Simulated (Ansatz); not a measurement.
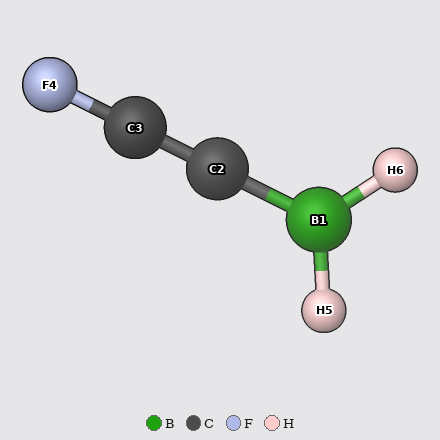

The system is C₂H₂BF (SMILES BC#CF) with the probe Cl-; the picture shows it without the atoms that are moved over the map. The probe is moved over the molecule's main plane. First axis: x of the probe's Cl atom. Second axis: y of the probe's Cl atom. Nothing is relaxed (molecule and probe rigid). The grid has 13 × 11 points; 70 points were computed and 47 follow by symmetry. At 26 points there is no value (left out of the scan, as a rule where atoms come close). Points are written as (first, second). Energies: kJ/mol, counted from the lowest grid point. Energies and slopes of some neighbouring points disagree (a jump in structure or state, or too coarse a mesh). Method: RKS PBE0-D4/def2-SVPD (Ansatz).

Range: x of the probe's Cl atom from −5.22 to 5.22 Å; y of the probe's Cl atom from −4.35 to 4.35 Å.

Question: What will the energy surface look like?

Answer: The lowest grid point is at (−1.74 Å, −3.48 Å) [nearest 1 F at 3.49 Å]. The same energy is found at (−1.74 Å, 3.48 Å) [nearest 1 F at 3.49 Å]. The highest grid point, (1.74 Å, −1.74 Å) [nearest 1 H at 1.15 Å], lies 900 kJ/mol above the lowest.

| y of the probe's Cl atom ↓, x of the probe's Cl atom → | −5.22 | −4.35 | −3.48 | −2.61 | −1.74 | −0.87 | 0.00 | 0.87 | 1.74 | 2.61 | 3.48 | 4.35 | 5.22 |
| --- | --- | --- | --- | --- | --- | --- | --- | --- | --- | --- | --- | --- | --- |
| 4.35 | 13 | 11 | 10 | 8 | 8 | 10 | 12 | 13 | 13 | 12 | 13 | 14 | 16 |
| 3.48 | 10 | 7 | 4 | 1 | 0 | 3 | 9 | 12 | 15 | 14 | 10 | 10 | 13 |
| 2.61 | 7 | 3 | 1 | 9 | 16 | 30 | 63 | 74 | 125 | 160 | 70 | 14 | 10 |
| 1.74 | 4 | 2 | 55 | 334 | 579 | 487 | 576 | 633 | 900 | – | 678 | 72 | 11 |
| 0.87 | 2 | 17 | 409 | – | – | – | – | – | – | – | – | 172 | 17 |
| 0.00 | 1 | 33 | 823 | – | – | – | – | – | – | – | – | 197 | 20 |
| −0.87 | 2 | 17 | 409 | – | – | – | – | – | – | – | – | 172 | 17 |
| −1.74 | 4 | 2 | 55 | 334 | 579 | 487 | 576 | 633 | 900 | – | 678 | 72 | 11 |
| −2.61 | 7 | 3 | 1 | 9 | 16 | 30 | 63 | 74 | 125 | 160 | 70 | 14 | 10 |
| −3.48 | 10 | 7 | 4 | 1 | 0 | 3 | 9 | 12 | 15 | 14 | 10 | 10 | 13 |
| −4.35 | 13 | 11 | 10 | 8 | 8 | 10 | 12 | 13 | 13 | 12 | 13 | 14 | 16 |

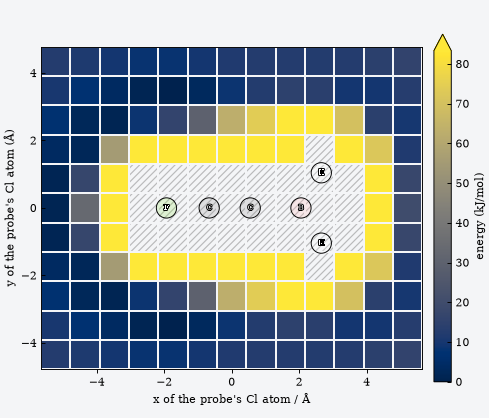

Drawn: one coloured cell a grid point, labelled circles for the molecule's atoms, projected on the plane, one colour for all values above the top of the scale, hatched blanks where no value was computed.

The whole map (70 points run) took 7.2 min on 1 thread of Arm Neoverse V2, on a shared host.
